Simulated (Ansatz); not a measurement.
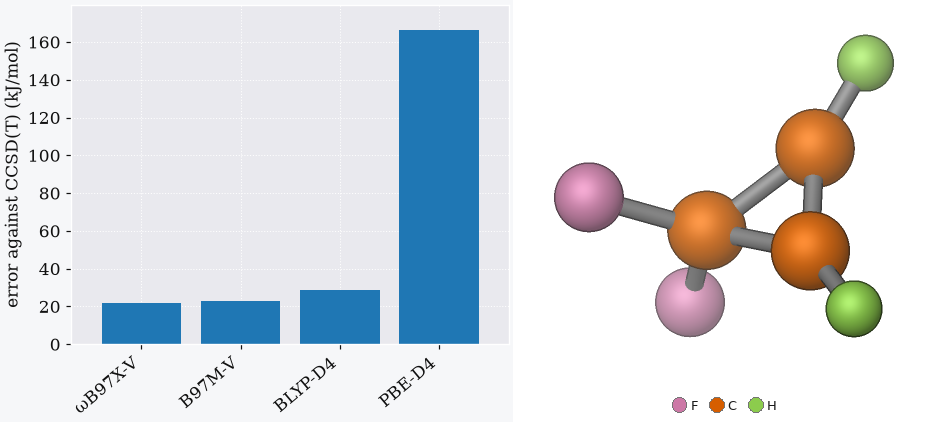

Error in the electronic atomisation energy (method less reference, so positive means overbinding) of C₃H₂F₂, SMILES FC1(F)C=C1: functionals in def2-TZVPP against frozen-core CCSD(T) at the limit (MP2 extrapolated from triple and quadruple zeta, plus CCSD(T) less MP2 in a smaller set), which gives 2964.8 kJ/mol, at a PBE0-D4/def2-TZVP geometry (a minimum by its frequencies), no zero-point or spin-orbit term, the Ansatz code. The reference leaves out core correlation, a term that grows with the number of heavy atoms.

**What range do the values span?**

From 21.7 kJ/mol (ωB97X-V) to 166.5 kJ/mol (PBE-D4).

**Give the values.**

```csv
level,kJ/mol
ωB97X-V,21.7
B97M-V,22.8
BLYP-D4,28.6
PBE-D4,166.5
```
